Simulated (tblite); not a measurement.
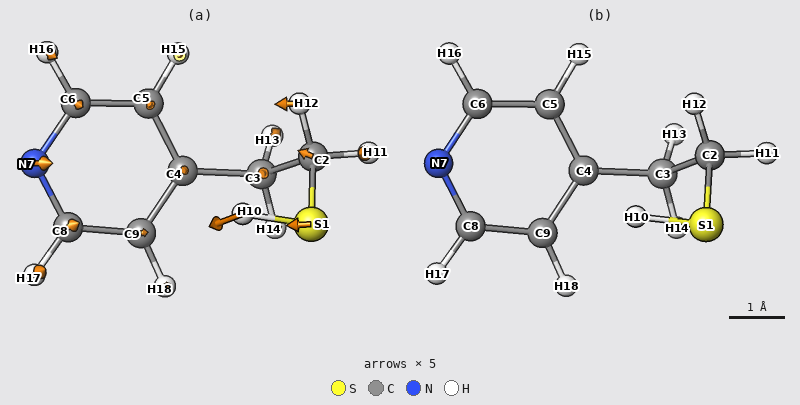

The structure of C7H9NS before (left) and after (right) a relaxation, at one scale. The orange arrows give the displacements, magnified 5 times.

The picture is a ball-and-stick view, seen at a tilt.

Theory: GFN2-xTB geometry optimisation, gas phase (tblite 0.8.0). 

Q: What changed between the two?

A: Over 40 geometry steps the energy falls by 2.17 kcal/mol. H10 moves most after the best rigid fit: 0.18 Å. Largest moves by element: H 0.18 Å, S 0.10 Å, N 0.09 Å, C 0.07 Å. Near-neighbour distances that change, for instance: C6–N7 1.355 → 1.322 Å, N7–C8 1.344 → 1.321 Å, C4–C5 1.412 → 1.391 Å, C2–H12 1.108 → 1.090 Å. Bond angles that change, for instance: C2–C3–C4 115.2° → 111.1°, H13–C3–H14 105.2° → 108.5°, S1–C2–H11 108.0° → 104.7°. Cost: 0.35 s on 1 thread of Intel(R) Xeon(R) Platinum 8488C, on a shared host.
